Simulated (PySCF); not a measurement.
```yaml
atoms:
  - { symbol: C, position_ang: [2.6280, -0.5876, 1.2550] }
  - { symbol: O, position_ang: [2.1979, -0.0554, 0.0297] }
  - { symbol: C, position_ang: [1.3692, -0.8362, -0.7187] }
  - { symbol: Si, position_ang: [0.1624, 0.0053, -1.8287] }
  - { symbol: Si, position_ang: [-1.2771, 1.3742, -0.5831] }
  - { symbol: B, position_ang: [-2.0862, 0.4388, 0.9431] }
  - { symbol: O, position_ang: [-3.4262, 0.2464, 0.9747] }
  - { symbol: O, position_ang: [-1.2631, -0.0428, 1.9122] }
  - { symbol: H, position_ang: [1.7922, -0.6528, 1.9614] }
  - { symbol: H, position_ang: [3.3840, 0.0895, 1.6502] }
  - { symbol: H, position_ang: [3.0633, -1.5853, 1.1258] }
  - { symbol: H, position_ang: [1.2786, -1.8664, -0.3932] }
  - { symbol: H, position_ang: [-0.4947, -1.0901, -2.5607] }
  - { symbol: H, position_ang: [0.8847, 0.8078, -2.8261] }
  - { symbol: H, position_ang: [-2.2778, 1.9757, -1.4843] }
  - { symbol: H, position_ang: [-0.4790, 2.5413, -0.1557] }
  - { symbol: H, position_ang: [-3.8006, -0.2401, 1.7146] }
  - { symbol: H, position_ang: [-1.6645, -0.5161, 2.6462] }
```

Geometry: GFN2-xTB.

Level of theory: PySCF 2.14.0, density-fitted response routines, UKS B3LYP, pcH-1 on B C H O Si, non-relativistic, mean-field spin-orbit, GIAO.

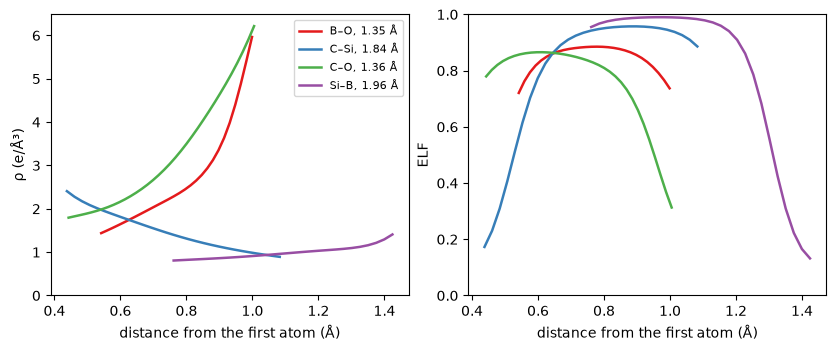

C2H10BO3Si2 (doublet). Electron density and electron localisation function along straight lines between neighbouring atoms. The curves leave out the atomic cores.

What can be read from the curves?

B–O (1.35 Å): the density is about 1.9 e/Å³ at the midpoint; the ELF peaks at about 0.90 between the atoms: a short, strongly polar bond.
C–Si (1.84 Å): the density is about 1.1 e/Å³ at the midpoint; the ELF peaks at about 0.95 between the atoms; a shared electron pair.
C–O (1.36 Å): ρ is about 2.6 e/Å³ halfway; the ELF peaks at about 0.85 between the atoms; a shared but strongly polarised pair.
Si–B (1.96 Å): ρ at the midpoint is about 0.9 e/Å³; the ELF peaks at about 1 between the atoms (localised, covalent bonding).
